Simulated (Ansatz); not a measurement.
# CH5FN2OSeSi: the cost of one run

All numbers below are computed with Ansatz 0.2.0 (RKS BHLYP-D4/def2-SVP).

## Step 1: The system as given

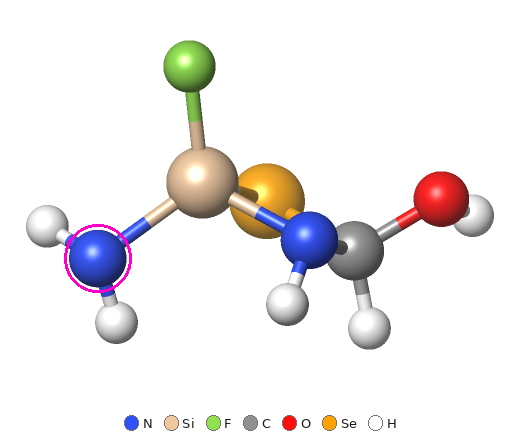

Start, viewed from a chosen angle; nitrogen blue, silicon light orange, fluorine green, carbon grey, oxygen red, selenium orange, hydrogen white. Ringed: N1.

As a file:

```xyz
12

N    -0.8689   -2.2471   -0.1972
Si   -0.9845   -0.4282   -0.4139
F    -2.5148    0.1599   -0.9250
N    -0.2677    0.4480    0.9967
C     0.8338    1.0234    0.3136
O     0.7335    2.4419    0.3675
Se    0.7755    0.3908   -1.5431
H    -1.0479   -2.6010   -1.1586
H     0.0687   -2.4252    0.0956
H    -0.0042   -0.2901    1.6947
H     1.7690    0.6941    0.8354
H     1.5844    2.7784   -0.0317
```

## Step 2: End point A

Contents of input.yaml:

```yaml
crystal:
  periodic: [false, false, false]
  atoms:
    - { symbol: "N", position_ang: [-0.8689, -2.2471, -0.1972] }
    - { symbol: Si, position_ang: [-0.9845, -0.4282, -0.4139] }
    - { symbol: F, position_ang: [-2.5148, 0.1599, -0.925] }
    - { symbol: "N", position_ang: [-0.2677, 0.448, 0.9967] }
    - { symbol: C, position_ang: [0.8338, 1.0234, 0.3136] }
    - { symbol: O, position_ang: [0.7335, 2.4419, 0.3675] }
    - { symbol: Se, position_ang: [0.7755, 0.3908, -1.5431] }
    - { symbol: H, position_ang: [-1.0479, -2.601, -1.1586] }
    - { symbol: H, position_ang: [0.0687, -2.4252, 0.0956] }
    - { symbol: H, position_ang: [-0.0042, -0.2901, 1.6947] }
    - { symbol: H, position_ang: [1.769, 0.6941, 0.8354] }
    - { symbol: H, position_ang: [1.5844, 2.7784, -0.0317] }
basis:
  gaussian: { orbitals: def2-SVP }
hamiltonian:
  xc: { name: BHLYP }
  dispersion: d4
relax:
  f_tol: 0.015
  max_steps: 40
```

Started as:

```sh
ansatz run input.yaml --threads 2 --pin off --max-ram 3072MiB --backend cpu --events-out ev --progress --plain --runs-dir out
```

**Question.** How long does this run take on 2 threads of Arm Neoverse V2, shared host, and how much memory does it need?

About 83 s, with a peak of 0.48 GiB.
